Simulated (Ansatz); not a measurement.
Structure (in its standard cell), the input geometry of an electronic-structure calculation (not necessarily at equilibrium); the starting structure was generated, so it need not be a known form of this composition:

```
Zr
1.0
     3.23761    0.00000    0.00000
    -1.61881    2.80385    0.00000
     0.00000    0.00000   10.39208
Zr
4
Direct
  0.00000 0.00000 0.00000
  0.00000 0.00000 0.50000
  0.33333 0.66667 0.25000
  0.66667 0.33333 0.75000
```

Q: Predict the [101] zone-axis pattern (200 kV, kinematic, B = 0.8 Å²).

A: The spots form a centred rectangular net whose two shortest vectors correspond to d = 2.80 Å and 2.71 Å, 61.1° apart. They are 0 1 0 and 1 0 -1. The pattern has symmetry 2mm. A glide plane extinguishes reflections such as 1 -2 -1, 1 1 -1; reflections such as 3 -3 -3, 3 0 -3 are allowed by the space group but vanish because the atoms sit on special positions; reflections such as 2 -1 -2 are allowed but too weak to see at this display level.

Strongest reflections with d > 0.86 Å, one of each family (|F|² from tabulated Gaussian fits of the electron scattering factors, times a small damping for the curvature of the Ewald sphere):

| hkl | d (Å) | I (strongest = 100) |
| --- | --- | --- |
| 1 0 -1 | 2.707 | 100 |
| 2 0 -2 | 1.354 | 60 |
| 0 1 0 | 2.804 | 36 |
| 0 3 0 | 0.935 | 31 |
| 2 1 -2 | 1.038 | 26 |
| 1 2 -1 | 1.054 | 9 |

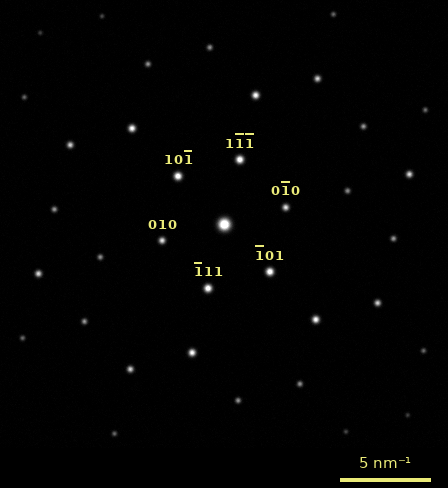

Calculated pattern, seen from the source side with [101] pointing towards the source.
